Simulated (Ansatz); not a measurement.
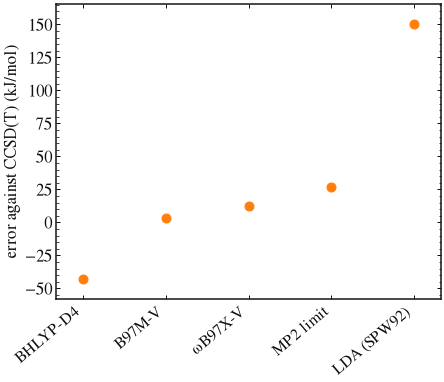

Error in the electronic atomisation energy (method less reference, so positive means overbinding) of CF, doublet: functionals in def2-TZVPP against frozen-core CCSD(T) at the limit (scheme: direct), which gives 552.4 kJ/mol, at a PBE0-D4/def2-TZVP geometry (a minimum by its frequencies), no zero-point or spin-orbit term, the Ansatz code 0.2.0. The reference leaves out core correlation, a term that grows with the number of heavy atoms. Limit means the basis limit.

> Which of these levels overbind, and which underbind?

Overbind: ωB97X-V, MP2 limit and LDA (SPW92). Underbind: BHLYP-D4. Within 10 kJ/mol of zero, too close to call in view of what the reference leaves out: B97M-V.

> Give the values.

| level | kJ/mol |
| --- | --- |
| BHLYP-D4 | −43.0 |
| B97M-V | 3.0 |
| ωB97X-V | 12.1 |
| MP2 limit | 26.9 |
| LDA (SPW92) | 150.3 |
